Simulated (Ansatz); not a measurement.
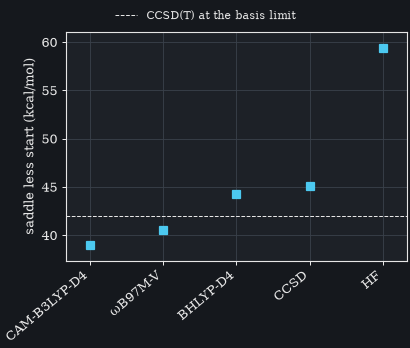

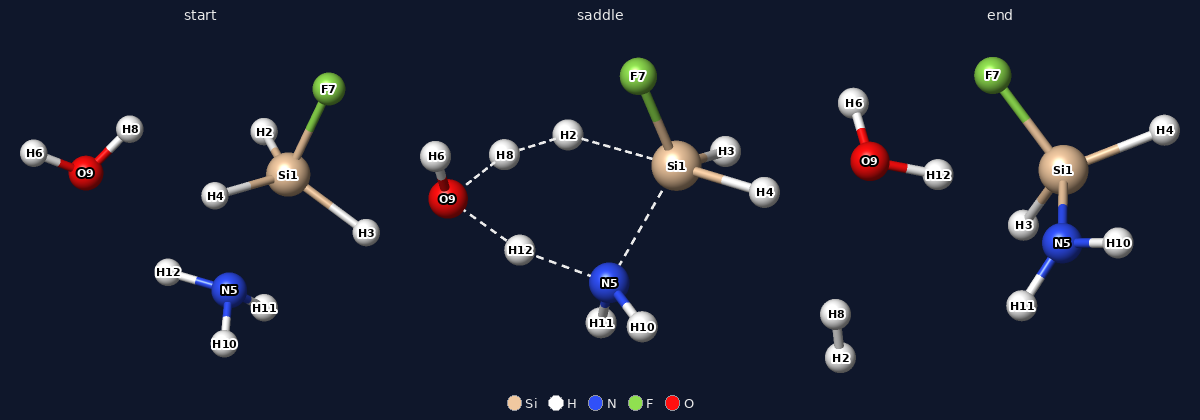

Height of the saddle over the start in one step of SiNH₈OF at several levels. In the step H2–H8 (2.10 → 1.05 → 0.75 Å) and O9–H12 (2.04 → 1.20 → 0.97 Å) form; Si1–H2 (1.49 → 1.78 → 4.00 Å), N5–H12 (1.02 → 1.30 → 2.17 Å) and H8–O9 (0.96 → 1.20 → 2.56 Å) break; Si1–N5 (2.26 → 1.84 → 1.70 Å) closes from a weak contact (lengths at start, saddle and end; changes of bond order aren't listed). Electronic energies at PBE0-D4/def2-TZVP geometries, energies in def2-TZVPP, the Ansatz code 0.2.0; cores frozen in correlated methods, no zero-point terms. Start and end are the structures at the ends of the path (complexes, where there are several molecules). The line is the MP2 basis limit plus CCSD(T) less MP2 in triple zeta. The distance of CCSD to the limit includes basis error.

**Which level comes closest to the line (CCSD(T) at the basis limit), and which misses most?**

Closest ωB97M-V (40.5 kcal/mol), against 42.0 kcal/mol; farthest HF (59.4 kcal/mol).

**Give the values.**

```tsv
level	kcal/mol	less CCSD(T) at the basis limit
CAM-B3LYP-D4	39.0	−3.0
ωB97M-V	40.5	−1.5
BHLYP-D4	44.3	2.4
CCSD	45.1	3.2
HF	59.4	17.5
CCSD(T) at the basis limit	42.0	0.0
```
